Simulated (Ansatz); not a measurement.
# AlBrFH (SMILES [F][AlH][Br]): energies and forces away from the minimum

How good are functionals off equilibrium? 4 randomly displaced structures are computed with CCSD(T) and cheaper methods.

Method: single points with forces in def2-TZVPP; program: Ansatz 0.2.0, Gaussian basis.

Levels: PBE-D4, r2SCAN-D4, PBE0-D4, wB97M-V, Hartree-Fock, MP2, CCSD, CCSD(T). Each coordinate is moved by a Gaussian draw of the width named (0.7 of it for atoms other than hydrogen): 0.04, 0.04, 0.04, 0.06 Å.

Correlated methods freeze the cores. Filled d shells of the heavier atoms are correlated.

11 further runs of the same task are left out: 11 set aside as unsound or not needed.

**1. Where the work starts**

The minimum, relaxed at PBE0-D4: SMILES `[F][AlH][Br]`, 4 atoms, charge 0, spin multiplicity 1.

Atoms are counted from 1 here; the program's logs count them from 0.

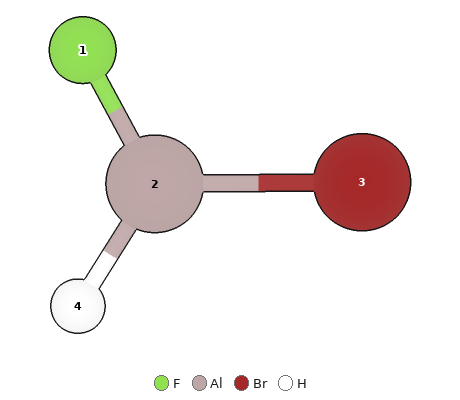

Start geometry, drawn with fluorine green, aluminium light grey, bromine red, hydrogen white; atoms are numbered from 1 in the order of the file.

Coordinates:

```mol
AlBrFH
  3D, bonds by distance, orders not assigned

  4  3  0  0  0  0  0  0  0  0999 V2000
    0.7791   -0.8051    1.2801 F   0  0
    0.1323    0.0762    0.0564 Al  0  0
   -1.5666   -0.8227   -1.0880 Br  0  0
    0.7105    1.4913   -0.2688 H   0  0
  1  2  8  0
  2  3  8  0
  2  4  8  0
M  END
```

Energies of the minimum (eV), from earlier single points: PBE-D4 -79364.74219, r2SCAN-D4 -79379.42590, PBE0-D4 -79367.82178, B3LYP-D4 -79383.19118, wB97M-V -79376.65646, CCSD(T) -79326.31490.

**2. Structure 1, width 0.04 Å**

File ccsdt-tzvpp/in.yaml:

```yaml
crystal:
  periodic: [false, false, false]
  atoms:
    - {symbol: F, position_ang: [0.735263, -0.779718, 1.249310]}
    - {symbol: Al, position_ang: [0.139046, 0.063532, 0.069954]}
    - {symbol: Br, position_ang: [-1.532892, -0.832206, -1.116005]}
    - {symbol: H, position_ang: [0.793741, 1.525402, -0.316030]}
basis:
  gaussian: {orbitals: def2-TZVPP}
correlation: {method: ccsd_t}
output: {forces: true}
```

No record of the launch command was kept for these runs.

Output, cut to the lines that bear on the results:

```text
Functional definition: HF
  name "HF"
  cite "Fock, Z. Phys. 61, 126 (1930) doi:10.1007/BF01340294"
  parent pbe
[...]
866 factors; integrals over basis functions are off by at most 7.5e-4 eV
[...]
mean field -79309.05564938 eV, -2914.5540375062 hartree, gradient 6.9e-6 eV, S^2 0.000000; 0 other end points of the search recorded, 0 dependent functions left out
15 core orbitals not correlated: weight in the atoms' cores, before any rotation towards them, 1.000 or more for the frozen orbitals, at most 0.000 for the correlated occupied ones
reference -79309.05564938 eV, -2914.5540375062 hartree; 14, 14 occupied and 106, 106 virtual orbitals, 866 factors
second order -16.24873919 eV of doubles, -0.00000000 eV of singles
cycle   1  -16.21924322 eV  change    2.9e-2 eV  update   7.8e-2
[...]
cycle  10  -16.61291376 eV  change    4.8e-7 eV  update   3.5e-6
perturbative correction -0.49495969 eV, -0.0181894331 hartree
[...]
working
Total energy: -79326.16352284 eV, -2915.1827402594 hartree
Atom 0 at     0.735263    -0.779718     1.249310 Å, force     1.047835    -1.462958     2.134186 eV/Å
Atom 1 at     0.139046     0.063532     0.069954 Å, force    -0.491837     2.409482    -2.370941 eV/Å
Atom 2 at    -1.532892    -0.832206    -1.116005 Å, force    -0.092082    -0.005430    -0.041518 eV/Å
Atom 3 at     0.793741     1.525402    -0.316030 Å, force    -0.463916    -0.941094     0.278273 eV/Å
Dipole moment:     0.046589     0.167084    -0.019380 e Å
```

Run time: 90 s. Hardware: 2 threads, shared host; peak memory 1.1 GiB.

The other levels were run on the same coordinates; their logs were not kept, and their results stand in the tables.

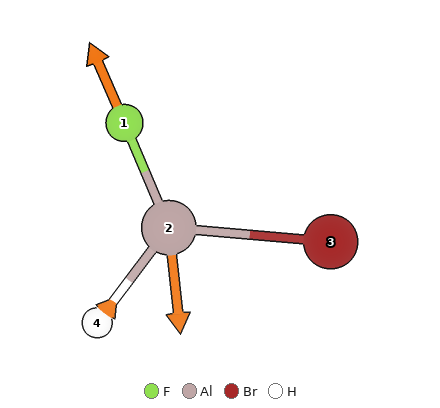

Forces at CCSD(T); the longest arrow is 3.42 eV/Å.

```csv
method,RMS force component (eV/Å),RMS error against CCSD(T) (eV/Å),angle to CCSD(T) forces (°),dipole (D)
PBE-D4,1.425,0.163,4.9,0.81
r2SCAN-D4,1.277,0.040,0.9,0.82
PBE0-D4,1.244,0.071,0.9,0.89
wB97M-V,1.338,0.050,1.8,0.88
CCSD(T),1.312,reference,reference,0.84
```

**3. Structure 2, width 0.04 Å**

File ccsdt-tzvpp/in.yaml:

```yaml
crystal:
  periodic: [false, false, false]
  atoms:
    - {symbol: F, position_ang: [0.785421, -0.800552, 1.288962]}
    - {symbol: Al, position_ang: [0.167705, 0.058800, 0.083566]}
    - {symbol: Br, position_ang: [-1.598424, -0.823372, -1.077924]}
    - {symbol: H, position_ang: [0.686323, 1.580400, -0.292073]}
basis:
  gaussian: {orbitals: def2-TZVPP}
correlation: {method: ccsd_t}
output: {forces: true}
```

Output, cut to the lines that bear on the results:

```text
[... 4 set-up lines as earlier in the session ...]
[...]
865 factors; integrals over basis functions are off by at most 7.6e-4 eV
[...]
mean field -79309.07566930 eV, -2914.5547732245 hartree, gradient 9.4e-7 eV, S^2 0.000000; 0 other end points of the search recorded, 0 dependent functions left out
15 core orbitals not correlated: weight in the atoms' cores, before any rotation towards them, 1.000 or more for the frozen orbitals, at most 0.000 for the correlated occupied ones
reference -79309.07566930 eV, -2914.5547732245 hartree; 14, 14 occupied and 106, 106 virtual orbitals, 865 factors
second order -16.27809343 eV of doubles, -0.00000000 eV of singles
cycle   1  -16.23385508 eV  change    4.4e-2 eV  update   8.0e-2
[...]
cycle  10  -16.63573853 eV  change    1.3e-7 eV  update   4.1e-6
perturbative correction -0.50107060 eV, -0.0184140050 hartree
[...]
working
Total energy: -79326.21247844 eV, -2915.1845393445 hartree
Atom 0 at     0.785421    -0.800552     1.288962 Å, force     0.535591    -0.633376     0.890140 eV/Å
Atom 1 at     0.167705     0.058800     0.083566 Å, force    -0.785847     1.515578    -1.500448 eV/Å
Atom 2 at    -1.598424    -0.823372    -1.077924 Å, force     0.507942     0.197691     0.312483 eV/Å
Atom 3 at     0.686323     1.580400    -0.292073 Å, force    -0.257686    -1.079892     0.297825 eV/Å
Dipole moment:     0.126894     0.178828    -0.040621 e Å
```

Wall time 87 s (2 threads, shared host); peak memory 1.1 GiB.

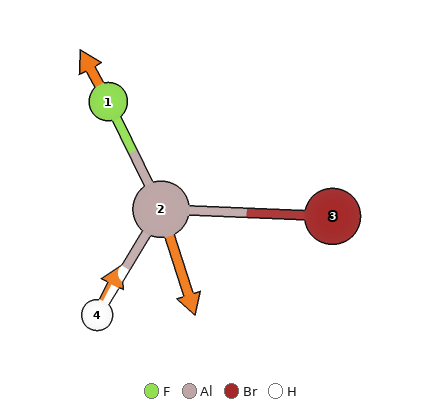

Forces at CCSD(T); the longest arrow is 2.27 eV/Å.

```csv
method,RMS force component (eV/Å),RMS error against CCSD(T) (eV/Å),angle to CCSD(T) forces (°),dipole (D)
PBE-D4,0.918,0.174,10.1,1.02
r2SCAN-D4,0.813,0.026,1.0,1.05
PBE0-D4,0.786,0.056,1.9,1.12
wB97M-V,0.878,0.052,1.8,1.12
CCSD(T),0.835,reference,reference,1.07
```

**4. Structure 3, width 0.04 Å**

File ccsdt-tzvpp/in.yaml:

```yaml
crystal:
  periodic: [false, false, false]
  atoms:
    - {symbol: F, position_ang: [0.748520, -0.778388, 1.295978]}
    - {symbol: Al, position_ang: [0.121263, 0.095649, 0.048403]}
    - {symbol: Br, position_ang: [-1.578261, -0.782237, -1.103185]}
    - {symbol: H, position_ang: [0.696087, 1.513616, -0.289540]}
basis:
  gaussian: {orbitals: def2-TZVPP}
correlation: {method: ccsd_t}
output: {forces: true}
```

Output, cut to the lines that bear on the results:

```text
[... 4 set-up lines as earlier in the session ...]
[...]
864 factors; integrals over basis functions are off by at most 1.0e-3 eV
[...]
mean field -79309.15399704 eV, -2914.5576517159 hartree, gradient 7.2e-6 eV, S^2 0.000000; 0 other end points of the search recorded, 0 dependent functions left out
15 core orbitals not correlated: weight in the atoms' cores, before any rotation towards them, 1.000 or more for the frozen orbitals, at most 0.000 for the correlated occupied ones
reference -79309.15399704 eV, -2914.5576517159 hartree; 14, 14 occupied and 106, 106 virtual orbitals, 864 factors
second order -16.31615866 eV of doubles, -0.00000000 eV of singles
cycle   1  -16.25557893 eV  change    6.1e-2 eV  update   8.0e-2
[...]
cycle  10  -16.65693267 eV  change   -1.3e-6 eV  update   3.8e-6
perturbative correction -0.50245450 eV, -0.0184648622 hartree
[...]
working
Total energy: -79326.31338421 eV, -2915.1882475632 hartree
Atom 0 at     0.748520    -0.778388     1.295978 Å, force    -0.039302     0.072752    -0.114798 eV/Å
Atom 1 at     0.121263     0.095649     0.048403 Å, force     0.142102     0.123690     0.135373 eV/Å
Atom 2 at    -1.578261    -0.782237    -1.103185 Å, force    -0.083415    -0.064801    -0.060419 eV/Å
Atom 3 at     0.696087     1.513616    -0.289540 Å, force    -0.019384    -0.131640     0.039843 eV/Å
Dipole moment:     0.046505     0.201466    -0.103720 e Å
```

It took 78 s on 2 threads, shared host; peak memory 1.1 GiB.

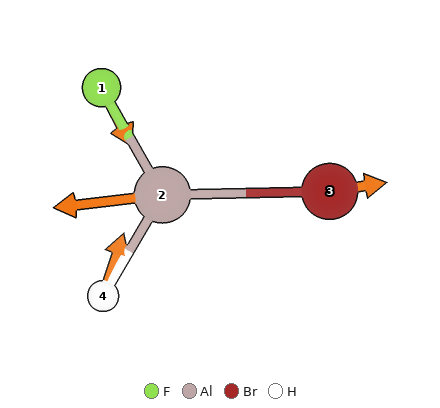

Forces at CCSD(T); the longest arrow is 0.23 eV/Å.

```csv
method,RMS force component (eV/Å),RMS error against CCSD(T) (eV/Å),angle to CCSD(T) forces (°),dipole (D)
PBE-D4,0.150,0.178,90.5,1.08
r2SCAN-D4,0.078,0.027,14.2,1.09
PBE0-D4,0.089,0.047,29.1,1.17
wB97M-V,0.111,0.061,33.5,1.15
CCSD(T),0.095,reference,reference,1.11
```

**5. Structure 4, width 0.06 Å**

File ccsdt-tzvpp/in.yaml:

```yaml
crystal:
  periodic: [false, false, false]
  atoms:
    - {symbol: F, position_ang: [0.791650, -0.775287, 1.301250]}
    - {symbol: Al, position_ang: [0.126157, 0.104402, 0.127397]}
    - {symbol: Br, position_ang: [-1.610902, -0.854327, -1.000400]}
    - {symbol: H, position_ang: [0.664105, 1.381275, -0.338903]}
basis:
  gaussian: {orbitals: def2-TZVPP}
correlation: {method: ccsd_t}
output: {forces: true}
```

Output, cut to the lines that bear on the results:

```text
[... 4 set-up lines as earlier in the session ...]
[...]
863 factors; integrals over basis functions are off by at most 7.9e-4 eV
[...]
mean field -79309.07302222 eV, -2914.5546759460 hartree, gradient 7.2e-6 eV, S^2 0.000000; 0 other end points of the search recorded, 0 dependent functions left out
15 core orbitals not correlated: weight in the atoms' cores, before any rotation towards them, 1.000 or more for the frozen orbitals, at most 0.000 for the correlated occupied ones
reference -79309.07302222 eV, -2914.5546759460 hartree; 14, 14 occupied and 106, 106 virtual orbitals, 863 factors
second order -16.28115366 eV of doubles, -0.00000000 eV of singles
cycle   1  -16.23411622 eV  change    4.7e-2 eV  update   7.8e-2
[...]
cycle  10  -16.62665819 eV  change   -2.6e-8 eV  update   3.8e-6
perturbative correction -0.49738378 eV, -0.0182785168 hartree
[...]
working
Total energy: -79326.19706418 eV, -2915.1839728812 hartree
Atom 0 at     0.791650    -0.775287     1.301250 Å, force     0.434903    -0.453794     0.839122 eV/Å
Atom 1 at     0.126157     0.104402     0.127397 Å, force    -1.392229    -1.315905    -0.733823 eV/Å
Atom 2 at    -1.610902    -0.854327    -1.000400 Å, force     0.306986     0.218243     0.281646 eV/Å
Atom 3 at     0.664105     1.381275    -0.338903 Å, force     0.650340     1.551456    -0.386944 eV/Å
Dipole moment:     0.097347     0.285575     0.001727 e Å
```

It took 82 s on 2 threads, shared host; peak memory 1.1 GiB.

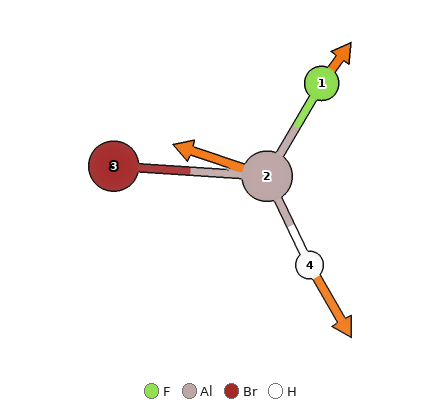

Forces at CCSD(T); the longest arrow is 2.05 eV/Å.

```csv
method,RMS force component (eV/Å),RMS error against CCSD(T) (eV/Å),angle to CCSD(T) forces (°),dipole (D)
PBE-D4,0.925,0.169,9.6,1.36
r2SCAN-D4,0.848,0.023,1.5,1.42
PBE0-D4,0.848,0.052,3.5,1.47
wB97M-V,0.812,0.061,3.7,1.51
CCSD(T),0.842,reference,reference,1.45
```

**6. All structures together**

Energy above the minimum (eV):

```csv
structure,width (Å),PBE-D4,r2SCAN-D4,PBE0-D4,wB97M-V,Hartree-Fock,MP2,CCSD,CCSD(T)
1,0.04,0.166,0.144,0.138,0.162,0.106,0.167,0.145,0.151
2,0.04,0.090,0.100,0.096,0.117,0.086,0.117,0.102,0.102
3,0.04,-0.002,0.002,0.002,0.002,0.007,0.001,0.002,0.002
4,0.06,0.142,0.121,0.122,0.108,0.088,0.117,0.114,0.118
```

Miss and cost, level by level (times from a shared host):

```csv
method,mean energy error from CCSD(T) (eV),mean time a point
PBE-D4,0.013,1.2 s
r2SCAN-D4,0.003,2.4 s
PBE0-D4,0.006,1.8 s
wB97M-V,0.009,5.1 s
Hartree-Fock,0.024,part of the CCSD(T) run
MP2,0.008,part of the CCSD(T) run
CCSD,0.003,part of the CCSD(T) run
CCSD(T),0,84 s
```

The best functional, r2SCAN-D4, misses by 0.003 eV and takes 2.4 s a point, against 84 s for CCSD(T).

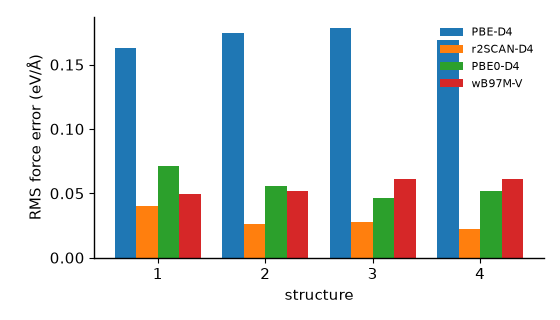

Force errors against CCSD(T).

**7. Results**

```
                         quantity                                                                                                      value
energy above the minimum, CCSD(T)                                                                              0.151, 0.102, 0.002, 0.118 eV
                mean energy error  PBE-D4 0.013, r2SCAN-D4 0.003, PBE0-D4 0.006, wB97M-V 0.009, Hartree-Fock 0.024, MP2 0.008, CCSD 0.003 eV
             mean RMS force error                                           PBE-D4 0.171, r2SCAN-D4 0.029, PBE0-D4 0.056, wB97M-V 0.056 eV/Å
            largest T1 diagnostic                                                                                                      0.009
```

What this shows: In energy CCSD is nearest to CCSD(T) and Hartree-Fock farthest. For forces r2SCAN-D4 is best, off by 4 % of the typical force, and PBE-D4 worst (22 %); with few structures and a triple-zeta reference, gaps of a few points rank nothing.
